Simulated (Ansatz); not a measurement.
**CH6AlOSi (SMILES [CH3][Al][O][SiH3]): U-r2SCAN/def2-SVP**

Aim: the vertical ionisation energy of CH6AlOSi at U-r2SCAN/def2-SVP, from 2 runs. 

The results are computed with Ansatz 0.2.0.

105 further runs of the same task are left out: 105 set aside as unsound or not needed.

**1. Starting point**

CH6AlOSi: 10 atoms, total charge 0, spin state doublet. As SMILES, `[CH3][Al][O][SiH3]`. Geometry: relaxed at PBE0-D4/def2-TZVP. This is one conformer, not always the lowest.

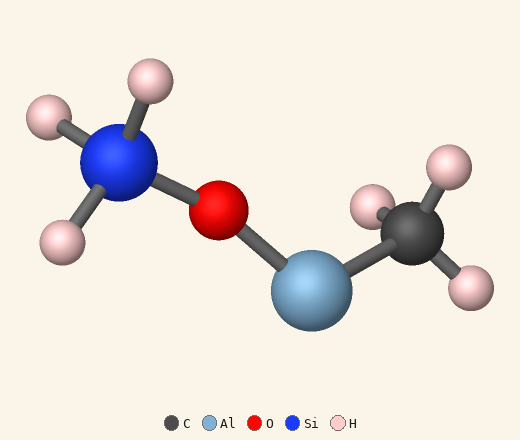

Viewed from a chosen angle; carbon dark grey, aluminium light blue, oxygen red, silicon blue, hydrogen pink.

**2. The energy at U-r2SCAN/def2-SVP**

job.yaml

```yaml
crystal:
  periodic: [false, false, false]
  atoms:
    - {symbol: C, position_ang: [0.243800, 1.981800, -1.341400]}
    - {symbol: Al, position_ang: [1.086500, 0.300600, -0.766100]}
    - {symbol: O, position_ang: [0.194200, -0.660700, 0.309100]}
    - {symbol: Si, position_ang: [-0.287900, -1.859400, 1.294000]}
    - {symbol: H, position_ang: [-0.701000, 1.751800, -1.844500]}
    - {symbol: H, position_ang: [0.014800, 2.586100, -0.457700]}
    - {symbol: H, position_ang: [0.869800, 2.566000, -2.016900]}
    - {symbol: H, position_ang: [0.686800, -2.984600, 1.283800]}
    - {symbol: H, position_ang: [-1.611000, -2.377800, 0.854700]}
    - {symbol: H, position_ang: [-0.413000, -1.355000, 2.687900]}
basis:
  gaussian: {orbitals: def2-SVP}
hamiltonian: {xc: {name: r2SCAN}}
output: {orbitals: {seedname: orbitals}}
accuracy: high
magnetization: {spin_polarized: true, initial_magnetization: 1}
```

Launch:

```
$ ansatz run job.yaml --threads 1 --pin off --max-ram 3480MiB --events-out events.jsonl --progress --plain --runs-dir runs
```

Standard output:

```text
Warning: RAYON_NUM_THREADS=1 ignored (pool sized by the plan → 1); use --threads N
Functional definition: r2SCAN
  name "r2SCAN"
  parameter k0 = 0.174
  parameter k1 = 0.065
  parameter a1 = 4.9479
  exchange = r2scan_x(k0 = k0, k1 = k1, a1 = a1)
  correlation = r2scan_c
2093 factors; integrals over basis functions are off by at most 7.8e-9 eV
mean field evaluation 1: about -17635.6357 eV, gradient 5.3e1 eV
mean field evaluation 2: about -17586.4096 eV, gradient 1.1e2 eV
mean field evaluation 4: about -17647.2482 eV, gradient 8.8e0 eV
mean field evaluation 8: about -17647.6401 eV, gradient 7.2e-2 eV
mean field evaluation 16: about -17647.6402 eV, gradient 3.3e-5 eV
mean field -17647.64016285 eV, -648.5388139847 hartree, gradient 4.3e-8 eV, S^2 0.753234; 0 other end points of the search recorded, 0 dependent functions left out
reference -17647.64016652 eV, -648.5388141194 hartree; 24, 23 occupied and 70, 71 virtual orbitals, 2093 factors
Total energy: -17647.64016652 eV, -648.5388141194 hartree
```

Run time: 27 s. Hardware: 1 thread of Arm Neoverse V2, shared host; peak memory 0.49 GiB.

**3. The singlet cation, same level**

run.yaml

```yaml
crystal:
  periodic: [false, false, false]
  atoms:
    - {symbol: C, position_ang: [0.243800, 1.981800, -1.341400]}
    - {symbol: Al, position_ang: [1.086500, 0.300600, -0.766100]}
    - {symbol: O, position_ang: [0.194200, -0.660700, 0.309100]}
    - {symbol: Si, position_ang: [-0.287900, -1.859400, 1.294000]}
    - {symbol: H, position_ang: [-0.701000, 1.751800, -1.844500]}
    - {symbol: H, position_ang: [0.014800, 2.586100, -0.457700]}
    - {symbol: H, position_ang: [0.869800, 2.566000, -2.016900]}
    - {symbol: H, position_ang: [0.686800, -2.984600, 1.283800]}
    - {symbol: H, position_ang: [-1.611000, -2.377800, 0.854700]}
    - {symbol: H, position_ang: [-0.413000, -1.355000, 2.687900]}
basis:
  gaussian:
    orbitals: def2-SVP
total_charge: 1
hamiltonian:
  xc: {name: r2SCAN}
accuracy: high
output: {orbitals: {seedname: orbitals}}
```

Launch:

```
$ ansatz run run.yaml --threads 1 --pin off --max-ram 3480MiB --events-out events.jsonl --progress --plain --runs-dir runs
```

Standard output:

```text
Warning: RAYON_NUM_THREADS=1 ignored (pool sized by the plan → 1); use --threads N
Functional definition: r2SCAN
  name "r2SCAN"
  parameter k0 = 0.174
  parameter k1 = 0.065
  parameter a1 = 4.9479
  exchange = r2scan_x(k0 = k0, k1 = k1, a1 = a1)
  correlation = r2scan_c
2094 factors; integrals over basis functions are off by at most 7.8e-9 eV
mean field evaluation 1: about -17617.8338 eV, gradient 1.0e2 eV
mean field evaluation 2: about -17493.9680 eV, gradient 2.1e2 eV
mean field evaluation 4: about -17638.2393 eV, gradient 2.5e1 eV
mean field evaluation 8: about -17640.1459 eV, gradient 3.0e-1 eV
mean field evaluation 16: about -17640.1462 eV, gradient 2.3e-5 eV
mean field -17640.14617803 eV, -648.2634151220 hartree, gradient 3.6e-8 eV, S^2 0.000000; 0 other end points of the search recorded, 0 dependent functions left out
reference -17640.14617894 eV, -648.2634151555 hartree; 23, 23 occupied and 71, 71 virtual orbitals, 2094 factors
Total energy: -17640.14617894 eV, -648.2634151555 hartree
```

Run time: 12 s. Hardware: 1 thread of Arm Neoverse V2, shared host; peak memory 0.31 GiB.

**4. What came out**

At U-r2SCAN/def2-SVP:

| quantity | value |
| --- | --- |
| doublet CH6AlOSi: total energy | -648.53881 Eh |
| doublet CH6AlOSi: HOMO energy (highest over α and β) | -4.68 eV |
| doublet CH6AlOSi: LUMO energy (lowest over α and β) | -2.50 eV |
| doublet CH6AlOSi: ⟨S²⟩ | 0.753 |
| singlet cation: total energy | -648.26342 Eh |
| singlet cation: HOMO energy | -11.86 eV |
| singlet cation: LUMO energy | -9.93 eV |
| singlet cation: HOMO–LUMO gap | 1.93 eV |
| vertical ionisation energy (to the singlet cation) | 7.494 eV |

In words: The vertical ionisation energy comes to 7.49 eV (173 kcal/mol). Only the singlet of the ionised species was computed; a triplet could lie lower.
